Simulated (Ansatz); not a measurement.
## Run report: C2H10OSi, molecular dynamics (part 1 of 5)

The run: molecular dynamics of C2H10OSi. Method and program: UKS PBE-D4/STO-3G (Ansatz 0.2.0).

It belongs to a series of runs on one base structure; here: dynamics from the start.

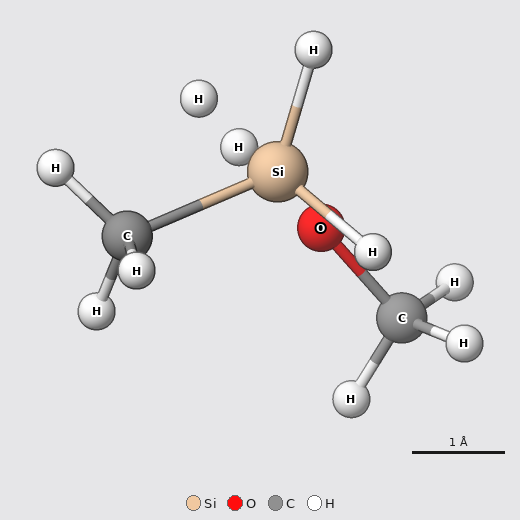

The structure as given in the input (ball-and-stick view, seen at a tilt).

Summary

| quantity | value |
| --- | --- |
| outcome | finished |
| mean temperature over the second half | 1179 K |
| trajectory | 150 steps, 75 fs |
| ensemble | nve |
| temperature in the input | 300.0 K |
| time step | 0.5 fs |
| potential energy (last step) | −12005.3153 eV |
| mean-field energy (last step) | −12005.1008 eV |
| largest force (length of the vector) (last step) | 2.883 eV/Å |
| hardware | 1 thread of AMD EPYC (Zen 5), 24 GiB of memory available, shared host |
| wall time | 3.2 min |
| peak memory | 0.13 GiB |

Remarks

So short a trajectory is not equilibrated.

The input
```yaml
crystal:
  periodic: [false, false, false]
  atoms:
    - { symbol: Si, position_ang: [0.0903, 0.3536, 1.0047] }
    - { symbol: O, position_ang: [0.8242, -0.5756, -0.6838] }
    - { symbol: C, position_ang: [0.5988, -1.8554, -1.2103] }
    - { symbol: H, position_ang: [-0.5686, -0.897, 1.4305] }
    - { symbol: H, position_ang: [1.0001, 0.6606, 2.1055] }
    - { symbol: C, position_ang: [-1.3198, 1.5688, 0.6385] }
    - { symbol: H, position_ang: [1.3572, 0.5873, -0.7986] }
    - { symbol: H, position_ang: [1.2426, 1.2997, -0.1363] }
    - { symbol: H, position_ang: [0.1578, -2.492, -0.4413] }
    - { symbol: H, position_ang: [1.5481, -2.2942, -1.5305] }
    - { symbol: H, position_ang: [-0.0831, -1.8067, -2.0661] }
    - { symbol: H, position_ang: [-2.1373, 1.431, 1.3393] }
    - { symbol: H, position_ang: [-0.9939, 2.6002, 0.7104] }
    - { symbol: H, position_ang: [-1.7163, 1.4197, -0.3618] }
magnetization:
  spin_polarized: true
basis:
  gaussian: { orbitals: STO-3G }
hamiltonian:
  xc: pbe
  dispersion: d4
md:
  timestep: 0.5
  n_steps: 150
  ensemble: nve
  temperature: 300.0
  initial_velocities: maxwell_boltzmann
  seed: 126503
```

Launched with:
```bash
ansatz run input.yaml --threads 1 --pin off --max-ram 2048MiB --backend cpu --events-out ev --progress --plain --runs-dir out
```

What the program printed
```
Engine: ansatz 0.2.0, x86_64-unknown-linux-gnu
Functional definition: PBE
  parameter kappa = 0.804
  parameter beta = 0.06672455060314922
  exchange = pbe_x(kappa = kappa, mu = beta*pi^2/3)
  correlation = pbe_c(beta = beta)
487 factors; integrals over basis functions are off by at most 1.4e-5 eV
mean field evaluation 1: about -12001.6889 eV, gradient 1.6e1 eV
mean field evaluation 2: about -11998.4019 eV, gradient 2.8e1 eV
mean field evaluation 4: about -12003.4615 eV, gradient 1.1e0 eV
mean field evaluation 8: about -12003.3523 eV, gradient 2.7e-2 eV
mean field -12003.35230465 eV, -441.1150610313 hartree, gradient 2.0e-5 eV, S^2 0.000000; 0 other end points of the search recorded, 0 dependent functions left out
the calculation of the forces begins
reference -12003.35233084 eV, -441.1150619940 hartree; 22, 22 occupied and 12, 12 virtual orbitals, 487 factors
md step     0: t =     0.00 fs  T =   300.0 K  F+E_penalty+E_count = -12003.60422744 eV  E_kin = 0.465336 eV  conserved = -12003.13889145 eV  (24 SCF iters)
these checks for a lower state are left out or cut short: starts, cluster_reference, orbital_swaps, neighbouring_geometries, increment
487 factors; integrals over basis functions are off by at most 1.4e-5 eV
mean field evaluation 16: about -12003.4221 eV, gradient 2.8e-3 eV
mean field -12003.30665948 eV, -441.1133836024 hartree, gradient 2.7e-5 eV, S^2 0.000000; 0 other end points of the search recorded, 0 dependent functions left out
the calculation of the forces begins
reference -12003.30668568 eV, -441.1133845653 hartree; 22, 22 occupied and 12, 12 virtual orbitals, 487 factors
md step     1: t =     0.50 fs  T =   271.7 K  F+E_penalty+E_count = -12003.55958355 eV  E_kin = 0.421436 eV  conserved = -12003.13814737 eV  (26 SCF iters)
[... from here on the SCF iterations and repeated set-up lines of each step are left out, up to the last step ...]
md step     2: t =     1.00 fs  T =   240.9 K  F+E_penalty+E_count = -12003.51070918 eV  E_kin = 0.373729 eV  conserved = -12003.13698033 eV  (23 SCF iters)
md step     3: t =     1.50 fs  T =   219.5 K  F+E_penalty+E_count = -12003.47630355 eV  E_kin = 0.340396 eV  conserved = -12003.13590797 eV  (23 SCF iters)
md step     4: t =     2.00 fs  T =   217.5 K  F+E_penalty+E_count = -12003.47295094 eV  E_kin = 0.337325 eV  conserved = -12003.13562642 eV  (22 SCF iters)
md step     5: t =     2.50 fs  T =   237.6 K  F+E_penalty+E_count = -12003.50489956 eV  E_kin = 0.368530 eV  conserved = -12003.13636950 eV  (22 SCF iters)
md step     6: t =     3.00 fs  T =   272.8 K  F+E_penalty+E_count = -12003.56074177 eV  E_kin = 0.423109 eV  conserved = -12003.13763297 eV  (23 SCF iters)
md step     7: t =     3.50 fs  T =   310.8 K  F+E_penalty+E_count = -12003.62074540 eV  E_kin = 0.482097 eV  conserved = -12003.13864824 eV  (28 SCF iters)
md step     8: t =     4.00 fs  T =   341.2 K  F+E_penalty+E_count = -12003.66827540 eV  E_kin = 0.529286 eV  conserved = -12003.13898912 eV  (28 SCF iters, 3 dispersion substeps)
md step     9: t =     4.50 fs  T =   359.6 K  F+E_penalty+E_count = -12003.69649235 eV  E_kin = 0.557761 eV  conserved = -12003.13873142 eV  (28 SCF iters, 3 dispersion substeps)
md step    10: t =     5.00 fs  T =   367.3 K  F+E_penalty+E_count = -12003.70788520 eV  E_kin = 0.569703 eV  conserved = -12003.13818258 eV  (27 SCF iters, 3 dispersion substeps)
md step    11: t =     5.50 fs  T =   369.0 K  F+E_penalty+E_count = -12003.70999701 eV  E_kin = 0.572371 eV  conserved = -12003.13762567 eV  (27 SCF iters, 3 dispersion substeps)
md step    12: t =     6.00 fs  T =   370.0 K  F+E_penalty+E_count = -12003.71106941 eV  E_kin = 0.573877 eV  conserved = -12003.13719192 eV  (26 SCF iters, 3 dispersion substeps)
md step    13: t =     6.50 fs  T =   375.2 K  F+E_penalty+E_count = -12003.71881363 eV  E_kin = 0.581904 eV  conserved = -12003.13690988 eV  (27 SCF iters, 3 dispersion substeps)
md step    14: t =     7.00 fs  T =   388.6 K  F+E_penalty+E_count = -12003.73958514 eV  E_kin = 0.602729 eV  conserved = -12003.13685620 eV  (27 SCF iters, 3 dispersion substeps)
md step    15: t =     7.50 fs  T =   411.0 K  F+E_penalty+E_count = -12003.77449143 eV  E_kin = 0.637539 eV  conserved = -12003.13695277 eV  (27 SCF iters, 3 dispersion substeps)
md step    16: t =     8.00 fs  T =   441.2 K  F+E_penalty+E_count = -12003.82147183 eV  E_kin = 0.684304 eV  conserved = -12003.13716749 eV  (27 SCF iters, 3 dispersion substeps)
md step    17: t =     8.50 fs  T =   476.6 K  F+E_penalty+E_count = -12003.87684077 eV  E_kin = 0.739274 eV  conserved = -12003.13756641 eV  (27 SCF iters, 3 dispersion substeps)
md step    18: t =     9.00 fs  T =   513.2 K  F+E_penalty+E_count = -12003.93429089 eV  E_kin = 0.796102 eV  conserved = -12003.13818873 eV  (26 SCF iters, 3 dispersion substeps)
md step    19: t =     9.50 fs  T =   545.2 K  F+E_penalty+E_count = -12003.98453801 eV  E_kin = 0.845675 eV  conserved = -12003.13886300 eV  (27 SCF iters, 3 dispersion substeps)
md step    20: t =    10.00 fs  T =   566.7 K  F+E_penalty+E_count = -12004.01820230 eV  E_kin = 0.879037 eV  conserved = -12003.13916571 eV  (27 SCF iters, 3 dispersion substeps)
md step    21: t =    10.50 fs  T =   576.0 K  F+E_penalty+E_count = -12004.03213407 eV  E_kin = 0.893439 eV  conserved = -12003.13869493 eV  (27 SCF iters, 3 dispersion substeps)
md step    22: t =    11.00 fs  T =   578.6 K  F+E_penalty+E_count = -12004.03502027 eV  E_kin = 0.897510 eV  conserved = -12003.13751054 eV  (27 SCF iters, 3 dispersion substeps)
md step    23: t =    11.50 fs  T =   586.4 K  F+E_penalty+E_count = -12004.04589084 eV  E_kin = 0.909573 eV  conserved = -12003.13631803 eV  (27 SCF iters, 3 dispersion substeps)
md step    24: t =    12.00 fs  T =   610.6 K  F+E_penalty+E_count = -12004.08313686 eV  E_kin = 0.947126 eV  conserved = -12003.13601098 eV  (27 SCF iters, 3 dispersion substeps)
md step    25: t =    12.50 fs  T =   654.0 K  F+E_penalty+E_count = -12004.15121582 eV  E_kin = 1.014371 eV  conserved = -12003.13684513 eV  (28 SCF iters, 3 dispersion substeps)
md step    26: t =    13.00 fs  T =   708.4 K  F+E_penalty+E_count = -12004.23706733 eV  E_kin = 1.098871 eV  conserved = -12003.13819676 eV  (27 SCF iters, 3 dispersion substeps)
md step    27: t =    13.50 fs  T =   760.9 K  F+E_penalty+E_count = -12004.31944969 eV  E_kin = 1.180271 eV  conserved = -12003.13917846 eV  (28 SCF iters, 3 dispersion substeps)
md step    28: t =    14.00 fs  T =   801.4 K  F+E_penalty+E_count = -12004.38242508 eV  E_kin = 1.243087 eV  conserved = -12003.13933791 eV  (27 SCF iters, 3 dispersion substeps)
md step    29: t =    14.50 fs  T =   827.9 K  F+E_penalty+E_count = -12004.42301528 eV  E_kin = 1.284176 eV  conserved = -12003.13883879 eV  (27 SCF iters, 3 dispersion substeps)
md step    30: t =    15.00 fs  T =   845.0 K  F+E_penalty+E_count = -12004.44899465 eV  E_kin = 1.310745 eV  conserved = -12003.13824993 eV  (27 SCF iters, 3 dispersion substeps)
md step    31: t =    15.50 fs  T =   858.3 K  F+E_penalty+E_count = -12004.46929780 eV  E_kin = 1.331379 eV  conserved = -12003.13791918 eV  (27 SCF iters, 3 dispersion substeps)
md step    32: t =    16.00 fs  T =   871.4 K  F+E_penalty+E_count = -12004.48931467 eV  E_kin = 1.351697 eV  conserved = -12003.13761806 eV  (27 SCF iters, 3 dispersion substeps)
md step    33: t =    16.50 fs  T =   888.7 K  F+E_penalty+E_count = -12004.51528401 eV  E_kin = 1.378490 eV  conserved = -12003.13679405 eV  (27 SCF iters, 3 dispersion substeps)
md step    34: t =    17.00 fs  T =   919.4 K  F+E_penalty+E_count = -12004.56151986 eV  E_kin = 1.426070 eV  conserved = -12003.13544970 eV  (27 SCF iters, 3 dispersion substeps)
md step    35: t =    17.50 fs  T =   975.7 K  F+E_penalty+E_count = -12004.64836747 eV  E_kin = 1.513422 eV  conserved = -12003.13494526 eV  (27 SCF iters, 3 dispersion substeps)
md step    36: t =    18.00 fs  T =  1060.9 K  F+E_penalty+E_count = -12004.78222165 eV  E_kin = 1.645610 eV  conserved = -12003.13661204 eV  (27 SCF iters, 3 dispersion substeps)
md step    37: t =    18.50 fs  T =  1159.3 K  F+E_penalty+E_count = -12004.93783599 eV  E_kin = 1.798281 eV  conserved = -12003.13955511 eV  (27 SCF iters, 3 dispersion substeps)
md step    38: t =    19.00 fs  T =  1244.0 K  F+E_penalty+E_count = -12005.07123200 eV  E_kin = 1.929540 eV  conserved = -12003.14169173 eV  (25 SCF iters, 3 dispersion substeps)
md step    39: t =    19.50 fs  T =  1294.4 K  F+E_penalty+E_count = -12005.14976756 eV  E_kin = 2.007694 eV  conserved = -12003.14207385 eV  (27 SCF iters, 3 dispersion substeps)
md step    40: t =    20.00 fs  T =  1306.6 K  F+E_penalty+E_count = -12005.16767772 eV  E_kin = 2.026710 eV  conserved = -12003.14096770 eV  (27 SCF iters, 3 dispersion substeps)
md step    41: t =    20.50 fs  T =  1292.1 K  F+E_penalty+E_count = -12005.14319301 eV  E_kin = 2.004241 eV  conserved = -12003.13895248 eV  (27 SCF iters, 3 dispersion substeps)
md step    42: t =    21.00 fs  T =  1271.5 K  F+E_penalty+E_count = -12005.10898598 eV  E_kin = 1.972275 eV  conserved = -12003.13671072 eV  (26 SCF iters, 3 dispersion substeps)
md step    43: t =    21.50 fs  T =  1267.1 K  F+E_penalty+E_count = -12005.10058088 eV  E_kin = 1.965353 eV  conserved = -12003.13522798 eV  (26 SCF iters, 3 dispersion substeps)
md step    44: t =    22.00 fs  T =  1293.0 K  F+E_penalty+E_count = -12005.14106076 eV  E_kin = 2.005533 eV  conserved = -12003.13552811 eV  (26 SCF iters, 3 dispersion substeps)
md step    45: t =    22.50 fs  T =  1346.3 K  F+E_penalty+E_count = -12005.22594517 eV  E_kin = 2.088229 eV  conserved = -12003.13771591 eV  (26 SCF iters, 3 dispersion substeps)
md step    46: t =    23.00 fs  T =  1406.8 K  F+E_penalty+E_count = -12005.32242923 eV  E_kin = 2.182042 eV  conserved = -12003.14038759 eV  (26 SCF iters, 3 dispersion substeps)
md step    47: t =    23.50 fs  T =  1450.4 K  F+E_penalty+E_count = -12005.39116085 eV  E_kin = 2.249757 eV  conserved = -12003.14140411 eV  (26 SCF iters, 3 dispersion substeps)
md step    48: t =    24.00 fs  T =  1468.3 K  F+E_penalty+E_count = -12005.41750265 eV  E_kin = 2.277530 eV  conserved = -12003.13997272 eV  (26 SCF iters, 3 dispersion substeps)
md step    49: t =    24.50 fs  T =  1472.0 K  F+E_penalty+E_count = -12005.42142032 eV  E_kin = 2.283227 eV  conserved = -12003.13819316 eV  (25 SCF iters, 3 dispersion substeps)
md step    50: t =    25.00 fs  T =  1475.5 K  F+E_penalty+E_count = -12005.42727164 eV  E_kin = 2.288736 eV  conserved = -12003.13853548 eV  (26 SCF iters, 3 dispersion substeps)
md step    51: t =    25.50 fs  T =  1476.4 K  F+E_penalty+E_count = -12005.43018868 eV  E_kin = 2.290126 eV  conserved = -12003.14006225 eV  (26 SCF iters, 3 dispersion substeps)
md step    52: t =    26.00 fs  T =  1462.0 K  F+E_penalty+E_count = -12005.40810463 eV  E_kin = 2.267693 eV  conserved = -12003.14041165 eV  (26 SCF iters, 3 dispersion substeps)
md step    53: t =    26.50 fs  T =  1428.4 K  F+E_penalty+E_count = -12005.35478418 eV  E_kin = 2.215560 eV  conserved = -12003.13922399 eV  (26 SCF iters, 3 dispersion substeps)
md step    54: t =    27.00 fs  T =  1385.7 K  F+E_penalty+E_count = -12005.28706311 eV  E_kin = 2.149448 eV  conserved = -12003.13761475 eV  (26 SCF iters, 3 dispersion substeps)
md step    55: t =    27.50 fs  T =  1349.2 K  F+E_penalty+E_count = -12005.22929570 eV  E_kin = 2.092700 eV  conserved = -12003.13659602 eV  (26 SCF iters, 3 dispersion substeps)
md step    56: t =    28.00 fs  T =  1328.6 K  F+E_penalty+E_count = -12005.19738175 eV  E_kin = 2.060779 eV  conserved = -12003.13660255 eV  (26 SCF iters, 3 dispersion substeps)
md step    57: t =    28.50 fs  T =  1323.9 K  F+E_penalty+E_count = -12005.19128801 eV  E_kin = 2.053598 eV  conserved = -12003.13769025 eV  (26 SCF iters, 3 dispersion substeps)
md step    58: t =    29.00 fs  T =  1324.5 K  F+E_penalty+E_count = -12005.19413546 eV  E_kin = 2.054523 eV  conserved = -12003.13961201 eV  (25 SCF iters, 3 dispersion substeps)
md step    59: t =    29.50 fs  T =  1312.0 K  F+E_penalty+E_count = -12005.17662920 eV  E_kin = 2.035066 eV  conserved = -12003.14156272 eV  (25 SCF iters, 3 dispersion substeps)
md step    60: t =    30.00 fs  T =  1269.1 K  F+E_penalty+E_count = -12005.11056216 eV  E_kin = 1.968500 eV  conserved = -12003.14206246 eV  (26 SCF iters, 3 dispersion substeps)
md step    61: t =    30.50 fs  T =  1193.7 K  F+E_penalty+E_count = -12004.99147916 eV  E_kin = 1.851580 eV  conserved = -12003.13989947 eV  (26 SCF iters, 3 dispersion substeps)
md step    62: t =    31.00 fs  T =  1107.7 K  F+E_penalty+E_count = -12004.85438288 eV  E_kin = 1.718126 eV  conserved = -12003.13625729 eV  (26 SCF iters, 3 dispersion substeps)
md step    63: t =    31.50 fs  T =  1043.9 K  F+E_penalty+E_count = -12004.75378577 eV  E_kin = 1.619201 eV  conserved = -12003.13458509 eV  (25 SCF iters, 3 dispersion substeps)
md step    64: t =    32.00 fs  T =  1017.8 K  F+E_penalty+E_count = -12004.71478534 eV  E_kin = 1.578657 eV  conserved = -12003.13612878 eV  (25 SCF iters, 3 dispersion substeps)
md step    65: t =    32.50 fs  T =  1016.6 K  F+E_penalty+E_count = -12004.71535575 eV  E_kin = 1.576828 eV  conserved = -12003.13852795 eV  (26 SCF iters, 3 dispersion substeps)
md step    66: t =    33.00 fs  T =  1017.9 K  F+E_penalty+E_count = -12004.71860815 eV  E_kin = 1.578932 eV  conserved = -12003.13967574 eV  (26 SCF iters, 3 dispersion substeps)
md step    67: t =    33.50 fs  T =  1009.2 K  F+E_penalty+E_count = -12004.70483329 eV  E_kin = 1.565414 eV  conserved = -12003.13941958 eV  (25 SCF iters, 3 dispersion substeps)
md step    68: t =    34.00 fs  T =   991.3 K  F+E_penalty+E_count = -12004.67604956 eV  E_kin = 1.537585 eV  conserved = -12003.13846431 eV  (26 SCF iters, 3 dispersion substeps)
md step    69: t =    34.50 fs  T =   972.4 K  F+E_penalty+E_count = -12004.64582042 eV  E_kin = 1.508317 eV  conserved = -12003.13750336 eV  (26 SCF iters, 3 dispersion substeps)
md step    70: t =    35.00 fs  T =   961.4 K  F+E_penalty+E_count = -12004.62820391 eV  E_kin = 1.491178 eV  conserved = -12003.13702619 eV  (26 SCF iters, 3 dispersion substeps)
md step    71: t =    35.50 fs  T =   962.4 K  F+E_penalty+E_count = -12004.63002221 eV  E_kin = 1.492736 eV  conserved = -12003.13728585 eV  (26 SCF iters, 3 dispersion substeps)
md step    72: t =    36.00 fs  T =   972.8 K  F+E_penalty+E_count = -12004.64708044 eV  E_kin = 1.508964 eV  conserved = -12003.13811631 eV  (26 SCF iters, 3 dispersion substeps)
md step    73: t =    36.50 fs  T =   985.5 K  F+E_penalty+E_count = -12004.66732543 eV  E_kin = 1.528626 eV  conserved = -12003.13869917 eV  (26 SCF iters, 3 dispersion substeps)
md step    74: t =    37.00 fs  T =   996.7 K  F+E_penalty+E_count = -12004.68385526 eV  E_kin = 1.545954 eV  conserved = -12003.13790077 eV  (26 SCF iters, 3 dispersion substeps)
md step    75: t =    37.50 fs  T =  1015.2 K  F+E_penalty+E_count = -12004.71060402 eV  E_kin = 1.574720 eV  conserved = -12003.13588398 eV  (26 SCF iters, 3 dispersion substeps)
md step    76: t =    38.00 fs  T =  1058.6 K  F+E_penalty+E_count = -12004.77722723 eV  E_kin = 1.642033 eV  conserved = -12003.13519394 eV  (26 SCF iters, 3 dispersion substeps)
md step    77: t =    38.50 fs  T =  1131.3 K  F+E_penalty+E_count = -12004.89245139 eV  E_kin = 1.754856 eV  conserved = -12003.13759494 eV  (26 SCF iters, 3 dispersion substeps)
md step    78: t =    39.00 fs  T =  1211.8 K  F+E_penalty+E_count = -12005.02059073 eV  E_kin = 1.879614 eV  conserved = -12003.14097661 eV  (23 SCF iters, 3 dispersion substeps)
md step    79: t =    39.50 fs  T =  1268.9 K  F+E_penalty+E_count = -12005.11070855 eV  E_kin = 1.968193 eV  conserved = -12003.14251565 eV  (26 SCF iters, 3 dispersion substeps)
md step    80: t =    40.00 fs  T =  1287.0 K  F+E_penalty+E_count = -12005.13799760 eV  E_kin = 1.996248 eV  conserved = -12003.14174945 eV  (26 SCF iters, 3 dispersion substeps)
md step    81: t =    40.50 fs  T =  1272.5 K  F+E_penalty+E_count = -12005.11338325 eV  E_kin = 1.973759 eV  conserved = -12003.13962386 eV  (26 SCF iters, 3 dispersion substeps)
md step    82: t =    41.00 fs  T =  1246.1 K  F+E_penalty+E_count = -12005.07004107 eV  E_kin = 1.932816 eV  conserved = -12003.13722540 eV  (26 SCF iters, 3 dispersion substeps)
md step    83: t =    41.50 fs  T =  1231.2 K  F+E_penalty+E_count = -12005.04537484 eV  E_kin = 1.909727 eV  conserved = -12003.13564737 eV  (27 SCF iters, 3 dispersion substeps)
md step    84: t =    42.00 fs  T =  1242.8 K  F+E_penalty+E_count = -12005.06346577 eV  E_kin = 1.927688 eV  conserved = -12003.13577737 eV  (27 SCF iters, 3 dispersion substeps)
md step    85: t =    42.50 fs  T =  1279.2 K  F+E_penalty+E_count = -12005.12186607 eV  E_kin = 1.984217 eV  conserved = -12003.13764871 eV  (27 SCF iters, 3 dispersion substeps)
md step    86: t =    43.00 fs  T =  1322.8 K  F+E_penalty+E_count = -12005.19190815 eV  E_kin = 2.051872 eV  conserved = -12003.14003628 eV  (27 SCF iters, 3 dispersion substeps)
md step    87: t =    43.50 fs  T =  1351.9 K  F+E_penalty+E_count = -12005.23801783 eV  E_kin = 2.097028 eV  conserved = -12003.14099011 eV  (27 SCF iters, 3 dispersion substeps)
md step    88: t =    44.00 fs  T =  1358.5 K  F+E_penalty+E_count = -12005.24668905 eV  E_kin = 2.107145 eV  conserved = -12003.13954449 eV  (27 SCF iters, 3 dispersion substeps)
md step    89: t =    44.50 fs  T =  1354.7 K  F+E_penalty+E_count = -12005.23884520 eV  E_kin = 2.101317 eV  conserved = -12003.13752796 eV  (27 SCF iters, 3 dispersion substeps)
md step    90: t =    45.00 fs  T =  1356.9 K  F+E_penalty+E_count = -12005.24251402 eV  E_kin = 2.104739 eV  conserved = -12003.13777472 eV  (27 SCF iters, 3 dispersion substeps)
```
